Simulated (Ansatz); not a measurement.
# PdC₁₈: geometry relaxation (part 1 of 2)

- system: PdC₁₈ (slab, 19 atoms in the cell)
- method: DFT PBE, scalar-relativistic, plane waves, PAW, no spin polarisation (Ansatz 0.2.0)

It belongs to a series of runs on one base structure; here: end point A relaxed.

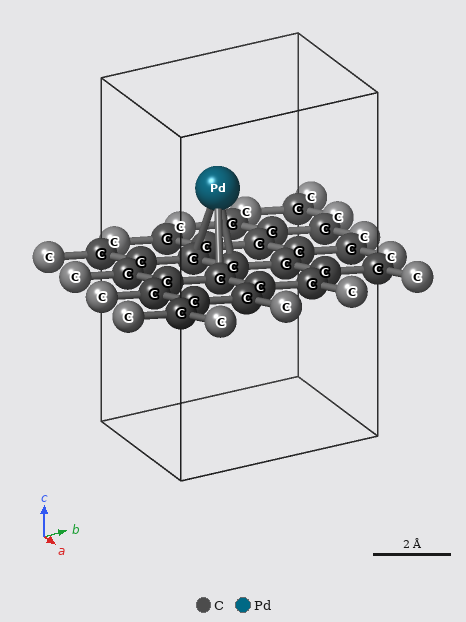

The starting structure (ball-and-stick view of the cell of the calculation, with the vacuum cut short, seen slightly off an axis; neighbours outside the cell are drawn fainter).

## Input
```yaml
crystal:
  lattice:
    - [7.398, 0.0, 0.0]
    - [-3.699, 6.406856, 0.0]
    - [0.0, 0.0, 12.0]
  atoms:
    - { symbol: C, position: [0.0, 0.0, 0.0833333] }
    - { symbol: C, position: [0.2222222, 0.1111111, 0.0833333] }
    - { symbol: C, position: [0.0, 0.3333333, 0.0833333] }
    - { symbol: C, position: [0.2222222, 0.4444444, 0.0833333] }
    - { symbol: C, position: [0.0, 0.6666667, 0.0833333] }
    - { symbol: C, position: [0.2222222, 0.7777778, 0.0833333] }
    - { symbol: C, position: [0.3333333, 0.0, 0.0833333] }
    - { symbol: C, position: [0.5555556, 0.1111111, 0.0833333] }
    - { symbol: C, position: [0.3333333, 0.3333333, 0.0833333] }
    - { symbol: C, position: [0.5555556, 0.4444444, 0.0833333] }
    - { symbol: C, position: [0.3333333, 0.6666667, 0.0833333] }
    - { symbol: C, position: [0.5555556, 0.7777778, 0.0833333] }
    - { symbol: C, position: [0.6666667, 0.0, 0.0833333] }
    - { symbol: C, position: [0.8888889, 0.1111111, 0.0833333] }
    - { symbol: C, position: [0.6666667, 0.3333333, 0.0833333] }
    - { symbol: C, position: [0.8888889, 0.4444444, 0.0833333] }
    - { symbol: C, position: [0.6666667, 0.6666667, 0.0833333] }
    - { symbol: C, position: [0.8888889, 0.7777778, 0.0833333] }
    - { symbol: Pd, position: [0.5341853, 0.3746907, 0.2625] }
basis:
  ecutwfc: 420.0
kpoints:
  mp_grid: { grid: [2, 2, 1] }
hamiltonian:
  xc: pbe
scf:
  occupations: { method: gaussian, width: 0.02 }
  lower_state_search: "off"
relax:
  f_tol: 0.03
  max_steps: 60
  adjacent_minimum: "off"
output:
  write_density: true
  write_potential: true
  elf: true
  volumetric_format: npy
```

Launch command:
```bash
ansatz run input.yaml --threads 1 --pin off --max-ram 3072MiB --backend cpu --events-out ev --progress --plain --runs-dir out
```

## Log
```
Engine: ansatz 0.2.0, aarch64-unknown-linux-gnu
Pseudopotentials: kind: paw
Pseudopotential: C, paw, valence charge 4, recommended cutoff 420 eV (normal), C.paw.azcp
Pseudopotential: Pd, paw, valence charge 18, recommended cutoff 420 eV (normal), Pd.paw.azcp
Functional definition: PBE
  parameter kappa = 0.804
  parameter beta = 0.06672455060314922
  exchange = pbe_x(kappa = kappa, mu = beta*pi^2/3)
  correlation = pbe_c(beta = beta)
Crystal: 19 atoms, lattice volume = 568.775 Å³
Basis set: ecut = 420 eV, 11177 PW (Γ), exchange–correlation on 100×100×162 points (8 copies of the dense FFT grid, shifted against one another)
Bands: 64, of which v1, the nominal top of the filled ones, is band 45 counted from 1 (44 counted from 0)
Symmetry: 1 space group operations
Space group: P1 (ITA 1), of the structure as read, at distance tolerance 8.3e-5 Å
k-points: 4
Non-local potential: C, projectors of the file, l = 0: 2, l = 1: 2, l = 2: 1
Non-local potential: Pd, projectors of the file, l = 0: 2, l = 1: 2, l = 2: 2, l = 3: 1
PAW form: soft (Blöchl's): semilocal exchange-correlation on the pseudo side does not see the compensation charge
PAW one-centre angular grid: C, 110 points (default); XC on 64 Gauss nodes
PAW one-centre angular grid: Pd, 590 points (default); XC on 64 Gauss nodes
Initial density: superposition of atomic densities (neutral atoms: chi_scale 0, normalization atom), corrected by the library's trained network
Initial wavefunctions: pseudopotential atomic-orbital guess
Functional: x = pbe(κ = 0.804, μ = 0.2195149727645171), c = pbe(β = 0.06672455060314922)
SCF iter   1: F=—  HF=-11486.773558 eV  |F-HF|=—  |Δ(HF+E_count)|=         —  Δρ=5.91e-3  dr2=5.16e-1  ethr=1.77e-3  ⟨swp⟩=12.8  Hψ=1772  notcnv=0  defer=23
preconditioner: auto → Resta (q_TF=auto, 2.007 Å⁻¹)  ε∞=2.2  [insulator: Δε(μ)=0.158 eV  Ē_g=12.967 eV  σ=0.020 eV  W_gap=1.00  n_scr=84 (ndim 8)  ℏωp=14.1 eV  f_vac=0.643  D(μ)=0.00/eV (n_scr^D=0)  ε∞_Penn≈2.2  vacuum switching on, ρ_ref=1.2e-2 e/Å³]
SCF iter   2: F=—  HF=-11486.757457 eV  |F-HF|=—  |Δ(HF+E_count)|=   1.61e-2  Δρ=8.34e-3  dr2=6.15e-1  ethr=5.73e-4  ⟨swp⟩=3.8  Hψ=475  notcnv=0  defer=48
preconditioner: auto → LDOS  [metal: Δε(μ)=0.017 eV  Ē_g=12.892 eV  σ=0.020 eV  W_gap=0.44  n_scr=84 (ndim 8)  ℏωp=14.1 eV  f_vac=0.643  D(μ)=29.07/eV (n_scr^D=286)  β→1.0]
SCF iter   3: F=—  HF=-11486.684412 eV  |F-HF|=—  |Δ(HF+E_count)|=   7.30e-2  Δρ=1.99e-3  dr2=3.53e-2  ethr=5.73e-4  ⟨swp⟩=2.0  Hψ=346  notcnv=0  defer=48
SCF iter   4: F=—  HF=-11486.679100 eV  |F-HF|=—  |Δ(HF+E_count)|=   5.31e-3  Δρ=1.38e-3  dr2=1.09e-2  ethr=3.92e-5  ⟨swp⟩=3.5  Hψ=399  notcnv=0  defer=48
SCF iter   5: F=—  HF=-11486.678279 eV  |F-HF|=—  |Δ(HF+E_count)|=   8.21e-4  Δρ=3.19e-4  dr2=7.65e-4  ethr=1.21e-5  ⟨swp⟩=3.0  Hψ=362  notcnv=0  defer=48
SCF iter   6: F=—  HF=-11486.678364 eV  |F-HF|=—  |Δ(HF+E_count)|=   8.54e-5  Δρ=1.88e-4  dr2=2.33e-4  ethr=8.50e-7  ⟨swp⟩=2.5  Hψ=326  notcnv=0  defer=48
SCF iter   7: F=—  HF=-11486.678389 eV  |F-HF|=—  |Δ(HF+E_count)|=   2.47e-5  Δρ=1.17e-4  dr2=9.53e-5  ethr=2.58e-7  ⟨swp⟩=2.5  Hψ=304  notcnv=0  defer=48
SCF iter   8: F=—  HF=-11486.678398 eV  |F-HF|=—  |Δ(HF+E_count)|=   9.35e-6  Δρ=5.57e-5  dr2=2.35e-5  ethr=1.06e-7  ⟨swp⟩=2.0  Hψ=332  notcnv=0  defer=48
SCF iter   9: F=-11486.678397 eV  HF=-11486.678400 eV  |F-HF|=2.91e-6  |Δ(HF+E_count)|=   1.92e-6  Δρ=3.05e-5  dr2=8.46e-6  ethr=2.50e-8  ⟨swp⟩=10.0  Hψ=1815  notcnv=0
SCF 1 converged in 9 iterations: F = -11486.678397 eV  dr2 = 8.46e-6
  greatest PAW one-centre occupation: 1.000 electrons in one spin orbital (limit 2), on the Pd atom at site 18 (counted from 0), in its partial waves of l = 0
relax step   1: F+E_penalty+E_count = -11486.67839735 eV  Δ(F+E_penalty+E_count) = +0.000e0 eV  max|allowed force component| = 7.928e-1 eV/Å  Δτ_max = 0.0000 Å  (9 SCF iters, dr2 threshold 2.25e-5 eV, accepted)
Initial density: handed on by an earlier stage of this run
Initial wavefunctions: those handed on with the density
iter 1 solved again at ethr=9.68e-5 eV; its pass at ethr=3.10e-3 eV (dr2=8.71e-2 eV) is discarded
SCF iter   1: F=—  HF=-11486.783572 eV  |F-HF|=—  |Δ(HF+E_count)|=         —  Δρ=4.95e-3  dr2=8.91e-2  ethr=9.68e-5  ⟨swp⟩=2.0  Hψ=881  notcnv=0  defer=48
preconditioner: auto → LDOS  [insulator: Δε(μ)=0.062 eV  Ē_g=12.822 eV  σ=0.020 eV  W_gap=0.97  n_scr=84 (ndim 8)  ℏωp=14.1 eV  f_vac=0.646  D(μ)=2.50/eV (n_scr^D=2)  ε∞_Penn≈2.2  β→1.0]
SCF iter   2: F=—  HF=-11486.772605 eV  |F-HF|=—  |Δ(HF+E_count)|=   1.10e-2  Δρ=2.68e-3  dr2=5.21e-2  ethr=9.68e-5  ⟨swp⟩=3.2  Hψ=449  notcnv=0  defer=48
SCF iter   3: F=—  HF=-11486.755839 eV  |F-HF|=—  |Δ(HF+E_count)|=   1.68e-2  Δρ=5.48e-4  dr2=1.34e-3  ethr=5.79e-5  ⟨swp⟩=2.5  Hψ=416  notcnv=0  defer=48
SCF iter   4: F=—  HF=-11486.755711 eV  |F-HF|=—  |Δ(HF+E_count)|=   1.28e-4  Δρ=1.93e-4  dr2=2.12e-4  ethr=1.48e-6  ⟨swp⟩=2.0  Hψ=424  notcnv=0  defer=48
SCF iter   5: F=—  HF=-11486.755716 eV  |F-HF|=—  |Δ(HF+E_count)|=   5.50e-6  Δρ=7.96e-5  dr2=5.28e-5  ethr=2.36e-7  ⟨swp⟩=2.8  Hψ=404  notcnv=0  defer=48
SCF iter   6: F=-11486.755716 eV  HF=-11486.755723 eV  |F-HF|=6.26e-6  |Δ(HF+E_count)|=   6.53e-6  Δρ=4.86e-5  dr2=2.11e-5  ethr=4.37e-8  ⟨swp⟩=11.0  Hψ=2130  notcnv=0
SCF 2 converged in 6 iterations: F = -11486.755716 eV  dr2 = 2.11e-5
relax step   2: F+E_penalty+E_count = -11486.75571634 eV  Δ(F+E_penalty+E_count) = -7.732e-2 eV  max|allowed force component| = 6.040e-1 eV/Å  Δτ_max = 0.0559 Å  (6 SCF iters, dr2 threshold 3.93e-5 eV, accepted)
SCF iter   1: F=—  HF=-11486.810685 eV  |F-HF|=—  |Δ(HF+E_count)|=         —  Δρ=4.70e-3  dr2=9.31e-2  ethr=8.99e-4  ⟨swp⟩=4.5  Hψ=631  notcnv=0  defer=48
preconditioner: auto → Resta (q_TF=auto, 2.007 Å⁻¹)  ε∞=2.2  [insulator: Δε(μ)=0.177 eV  Ē_g=12.824 eV  σ=0.020 eV  W_gap=1.00  n_scr=84 (ndim 8)  ℏωp=14.1 eV  f_vac=0.647  D(μ)=0.00/eV (n_scr^D=0)  ε∞_Penn≈2.2  vacuum switching on, ρ_ref=1.2e-2 e/Å³]
SCF iter   2: F=—  HF=-11486.792264 eV  |F-HF|=—  |Δ(HF+E_count)|=   1.84e-2  Δρ=2.77e-3  dr2=5.25e-2  ethr=1.03e-4  ⟨swp⟩=3.2  Hψ=437  notcnv=0  defer=48
SCF iter   3: F=—  HF=-11486.787919 eV  |F-HF|=—  |Δ(HF+E_count)|=   4.35e-3  Δρ=1.85e-3  dr2=2.66e-2  ethr=5.83e-5  ⟨swp⟩=3.0  Hψ=318  notcnv=0  defer=48
SCF iter   4: F=—  HF=-11486.784337 eV  |F-HF|=—  |Δ(HF+E_count)|=   3.58e-3  Δρ=5.23e-4  dr2=9.85e-4  ethr=2.95e-5  ⟨swp⟩=2.0  Hψ=339  notcnv=0  defer=48
SCF iter   5: F=—  HF=-11486.784247 eV  |F-HF|=—  |Δ(HF+E_count)|=   9.02e-5  Δρ=1.72e-4  dr2=1.16e-4  ethr=1.09e-6  ⟨swp⟩=2.0  Hψ=333  notcnv=0  defer=48
SCF iter   6: F=-11486.784248 eV  HF=-11486.784248 eV  |F-HF|=4.50e-7  |Δ(HF+E_count)|=   1.40e-6  Δρ=3.50e-5  dr2=5.23e-6  ethr=2.53e-8  ⟨swp⟩=9.5  Hψ=2071  notcnv=0
SCF 3 converged in 6 iterations: F = -11486.784248 eV  dr2 = 5.23e-6
relax step   3: F+E_penalty+E_count = -11486.78424782 eV  Δ(F+E_penalty+E_count) = -2.853e-2 eV  max|allowed force component| = 2.859e-1 eV/Å  Δτ_max = 0.0516 Å  (6 SCF iters, dr2 threshold 2.28e-5 eV, accepted)
SCF iter   1: F=—  HF=-11486.792642 eV  |F-HF|=—  |Δ(HF+E_count)|=         —  Δρ=1.31e-3  dr2=1.09e-2  ethr=7.70e-5  ⟨swp⟩=4.0  Hψ=571  notcnv=0  defer=48
[...]
preconditioner: auto → Resta (q_TF=auto, 2.007 Å⁻¹)  ε∞=2.2  [insulator: Δε(μ)=0.140 eV  Ē_g=12.805 eV  σ=0.020 eV  W_gap=1.00  n_scr=84 (ndim 8)  ℏωp=14.1 eV  f_vac=0.645  D(μ)=0.00/eV (n_scr^D=0)  ε∞_Penn≈2.2  vacuum switching on, ρ_ref=1.2e-2 e/Å³]
relax step   4: F+E_penalty+E_count = -11486.79046311 eV  Δ(F+E_penalty+E_count) = -6.215e-3 eV  max|allowed force component| = 8.615e-2 eV/Å  Δτ_max = 0.0220 Å  (5 SCF iters, dr2 threshold 1.83e-5 eV, accepted)
preconditioner: auto → Resta (q_TF=auto, 2.007 Å⁻¹)  ε∞=2.2  [insulator: Δε(μ)=0.181 eV  Ē_g=12.779 eV  σ=0.020 eV  W_gap=1.00  n_scr=84 (ndim 8)  ℏωp=14.1 eV  f_vac=0.645  D(μ)=0.00/eV (n_scr^D=0)  ε∞_Penn≈2.2  vacuum switching on, ρ_ref=1.2e-2 e/Å³]
relax step   5: F+E_penalty+E_count = -11486.78973810 eV  Δ(F+E_penalty+E_count) = +7.250e-4 eV  max|allowed force component| = 6.428e-1 eV/Å  Δτ_max = 0.2000 Å  (9 SCF iters, rejected (line search))
preconditioner: auto → Resta (q_TF=auto, 2.007 Å⁻¹)  ε∞=2.2  [insulator: Δε(μ)=0.131 eV  Ē_g=12.780 eV  σ=0.020 eV  W_gap=1.00  n_scr=84 (ndim 8)  ℏωp=14.1 eV  f_vac=0.645  D(μ)=0.00/eV (n_scr^D=0)  ε∞_Penn≈2.2  vacuum switching on, ρ_ref=1.2e-2 e/Å³]
relax step   6: F+E_penalty+E_count = -11486.79781904 eV  Δ(F+E_penalty+E_count) = -7.356e-3 eV  max|allowed force component| = 1.011e-1 eV/Å  Δτ_max = 0.0991 Å  (8 SCF iters, accepted)
preconditioner: auto → Resta (q_TF=auto, 2.007 Å⁻¹)  ε∞=2.2  [insulator: Δε(μ)=0.122 eV  Ē_g=12.775 eV  σ=0.020 eV  W_gap=1.00  n_scr=84 (ndim 8)  ℏωp=14.1 eV  f_vac=0.645  D(μ)=0.00/eV (n_scr^D=0)  ε∞_Penn≈2.2  vacuum switching on, ρ_ref=1.2e-2 e/Å³]
relax step   7: F+E_penalty+E_count = -11486.80635393 eV  Δ(F+E_penalty+E_count) = -8.535e-3 eV  max|allowed force component| = 1.849e-1 eV/Å  Δτ_max = 0.0976 Å  (7 SCF iters, dr2 threshold 9.28e-7 eV, accepted)
preconditioner: auto → Resta (q_TF=auto, 2.007 Å⁻¹)  ε∞=2.2  [insulator: Δε(μ)=0.120 eV  Ē_g=12.772 eV  σ=0.020 eV  W_gap=1.00  n_scr=84 (ndim 8)  ℏωp=14.1 eV  f_vac=0.645  D(μ)=0.00/eV (n_scr^D=0)  ε∞_Penn≈2.2  vacuum switching on, ρ_ref=1.2e-2 e/Å³]
relax step   8: F+E_penalty+E_count = -11486.81608838 eV  Δ(F+E_penalty+E_count) = -9.734e-3 eV  max|allowed force component| = 3.130e-1 eV/Å  Δτ_max = 0.1500 Å  (6 SCF iters, dr2 threshold 3.42e-5 eV, accepted)
preconditioner: auto → LDOS  [insulator: Δε(μ)=0.057 eV  Ē_g=12.773 eV  σ=0.020 eV  W_gap=0.96  n_scr=84 (ndim 8)  ℏωp=14.1 eV  f_vac=0.644  D(μ)=3.70/eV (n_scr^D=10)  ε∞_Penn≈2.2  β→1.0]
relax step   9: F+E_penalty+E_count = -11486.82484213 eV  Δ(F+E_penalty+E_count) = -8.754e-3 eV  max|allowed force component| = 1.492e-1 eV/Å  Δτ_max = 0.0800 Å  (5 SCF iters, dr2 threshold 9.79e-5 eV, accepted)
preconditioner: auto → Resta (q_TF=auto, 2.007 Å⁻¹)  ε∞=2.2  [insulator: Δε(μ)=0.075 eV  Ē_g=12.776 eV  σ=0.020 eV  W_gap=0.99  n_scr=84 (ndim 8)  ℏωp=14.1 eV  f_vac=0.644  D(μ)=0.86/eV (n_scr^D=0)  ε∞_Penn≈2.2  vacuum switching on, ρ_ref=1.2e-2 e/Å³]
preconditioner: auto → LDOS  [insulator: Δε(μ)=0.068 eV  Ē_g=12.775 eV  σ=0.020 eV  W_gap=0.98  n_scr=84 (ndim 8)  ℏωp=14.1 eV  f_vac=0.644  D(μ)=1.59/eV (n_scr^D=2)  ε∞_Penn≈2.2  β→1.0]
relax step  10: F+E_penalty+E_count = -11486.82600221 eV  Δ(F+E_penalty+E_count) = -1.160e-3 eV  max|allowed force component| = 1.163e-1 eV/Å  Δτ_max = 0.0166 Å  (5 SCF iters, dr2 threshold 5.06e-6 eV, accepted)
preconditioner: auto → Resta (q_TF=auto, 2.007 Å⁻¹)  ε∞=2.2  [insulator: Δε(μ)=0.103 eV  Ē_g=12.778 eV  σ=0.020 eV  W_gap=1.00  n_scr=84 (ndim 8)  ℏωp=14.1 eV  f_vac=0.644  D(μ)=0.04/eV (n_scr^D=0)  ε∞_Penn≈2.2  vacuum switching on, ρ_ref=1.2e-2 e/Å³]
relax step  11: F+E_penalty+E_count = -11486.82276458 eV  Δ(F+E_penalty+E_count) = +3.238e-3 eV  max|allowed force component| = 2.291e-1 eV/Å  Δτ_max = 0.0554 Å  (6 SCF iters, dr2 threshold 3.08e-6 eV, rejected (line search))
preconditioner: auto → Resta (q_TF=auto, 2.007 Å⁻¹)  ε∞=2.2  [insulator: Δε(μ)=0.078 eV  Ē_g=12.779 eV  σ=0.020 eV  W_gap=0.99  n_scr=84 (ndim 8)  ℏωp=14.1 eV  f_vac=0.644  D(μ)=0.62/eV (n_scr^D=0)  ε∞_Penn≈2.2  vacuum switching on, ρ_ref=1.2e-2 e/Å³]
relax step  12: F+E_penalty+E_count = -11486.82692470 eV  Δ(F+E_penalty+E_count) = -9.225e-4 eV  max|allowed force component| = 5.701e-2 eV/Å  Δτ_max = 0.0268 Å  (8 SCF iters, accepted)
preconditioner: auto → Resta (q_TF=auto, 2.007 Å⁻¹)  ε∞=2.2  [insulator: Δε(μ)=0.095 eV  Ē_g=12.771 eV  σ=0.020 eV  W_gap=1.00  n_scr=84 (ndim 8)  ℏωp=14.1 eV  f_vac=0.644  D(μ)=0.10/eV (n_scr^D=0)  ε∞_Penn≈2.2  vacuum switching on, ρ_ref=1.2e-2 e/Å³]
relax step  13: F+E_penalty+E_count = -11486.82659540 eV  Δ(F+E_penalty+E_count) = +3.293e-4 eV  max|allowed force component| = 1.065e-1 eV/Å  Δτ_max = 0.0149 Å  (6 SCF iters, rejected (line search))
preconditioner: auto → LDOS  [insulator: Δε(μ)=0.070 eV  Ē_g=12.779 eV  σ=0.020 eV  W_gap=0.99  n_scr=84 (ndim 8)  ℏωp=14.1 eV  f_vac=0.644  D(μ)=1.28/eV (n_scr^D=2)  ε∞_Penn≈2.2  β→1.0]
preconditioner: auto → Resta (q_TF=auto, 2.007 Å⁻¹)  ε∞=2.2  [insulator: Δε(μ)=0.081 eV  Ē_g=12.785 eV  σ=0.020 eV  W_gap=1.00  n_scr=84 (ndim 8)  ℏωp=14.1 eV  f_vac=0.644  D(μ)=0.45/eV (n_scr^D=0)  ε∞_Penn≈2.2  vacuum switching on, ρ_ref=1.2e-2 e/Å³  β→0.5]
relax step  14: F+E_penalty+E_count = -11486.82730966 eV  Δ(F+E_penalty+E_count) = -3.850e-4 eV  max|allowed force component| = 2.778e-2 eV/Å  Δτ_max = 0.0075 Å  (6 SCF iters, accepted)
```

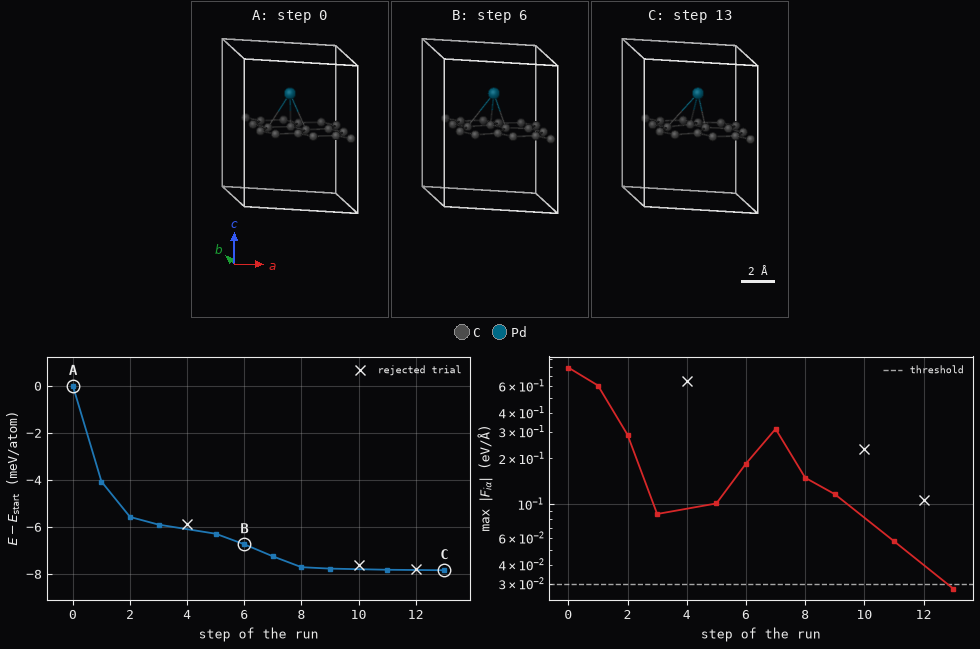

Frames of the relaxation (ball-and-stick view of the cell of the calculation, with the vacuum cut short (origin shifted), seen slightly off an axis) above the curves, on which the letters mark them (the first geometry is step 0 here and step 1 in the log).

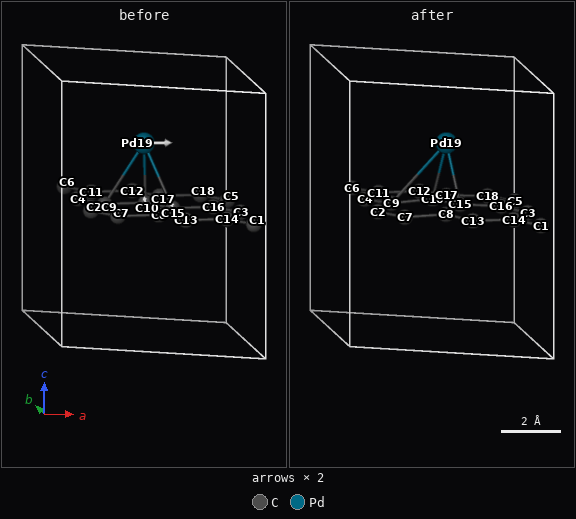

Before (left) and after (right) the relaxation, at one scale (ball-and-stick view of the cell of the calculation, with the vacuum cut short (origin shifted), seen slightly off an axis). The white arrows give the displacements, magnified 2 times. The largest move is that of Pd19, 0.50 Å. By element the largest moves are Pd 0.50 Å, C 0.14 Å. The cell doesn't change. Among the contacts that change: C9–Pd19 2.543 → 2.869 Å, C15–Pd19 2.445 → 2.162 Å, C10–Pd19 2.198 → 2.164 Å, C10–C15 1.424 → 1.442 Å. Among the angles that change: C9–C10–Pd19 86.4° → 103.8°, C10–C9–Pd19 59.6° → 47.1°, C15–C10–Pd19 81.9° → 70.5°. The energy falls by 7.8 meV per atom in 13 geometry steps. Largest force component: 0.79 eV/Å at the start, 0.028 eV/Å at the end. The line search rejected the trial steps at points 4, 10, 12 (counted from 0) and went back. (Atoms are counted from 1 in the order of the input.)
